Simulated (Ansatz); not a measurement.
## What Ti on a O site (antisite), symmetric start does to BaTiO3

Base system: a 15-atom supercell of BaTiO₃ in the cubic perovskite structure (space group Pm-3m, No. 221; a = 3.9699 Å) at its relaxed geometry.

The change: one O atom is replaced by Ti, atoms relaxed at fixed cell.

Method: DFT with PBEsol, PAW potentials and a 420 eV plane-wave cutoff in Ansatz (a quantum-chemistry and plane-wave program), scalar-relativistic without spin-orbit coupling. Settings: 4×5×5 k-points, 0.01 eV Fermi–Dirac smearing.

The pressure goes from zero to 11.9 GPa and the energy gained by relaxation amounts to 1.09 eV. The largest displacement of a host atom from its site in the perfect cell is 0.22 Å and the mean distance from the defect site to its nearest host atoms increases by 0.22 Å, from 1.98 Å to 2.20 Å.

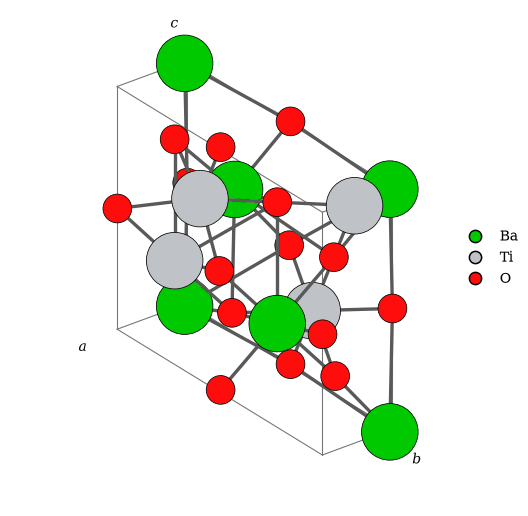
Figure: The relaxed cell after the change

Cost of the whole job for the changed cell (relaxation, final SCF and bands): roughly 11 core-minutes.

The magnetic state is the one reached from the starting moments; the real material's order can differ, and small cells can't hold many antiferromagnetic ones. In so small a cell the defect repeats every few ångströms: this is an ordered compound, not a dilute defect. The mesh was chosen for an insulator and is coarse for the gapless case. The defect started on the symmetric site and kept its symmetry, so it may sit on a saddle. No Hubbard U is applied, and correlation can decide whether such a compound is a metal. Spin-polarised in the final run: Ti on a O site (antisite); the other runs are not. Many cubic perovskites are stable only at high temperature; tilts and polar distortions were not tested. The defect cell is spin-polarised and ends with 3.4 μB, a fractional moment that hangs on the mesh and smearing. This is not the structure that BaTiO3 has at room temperature and ambient pressure.
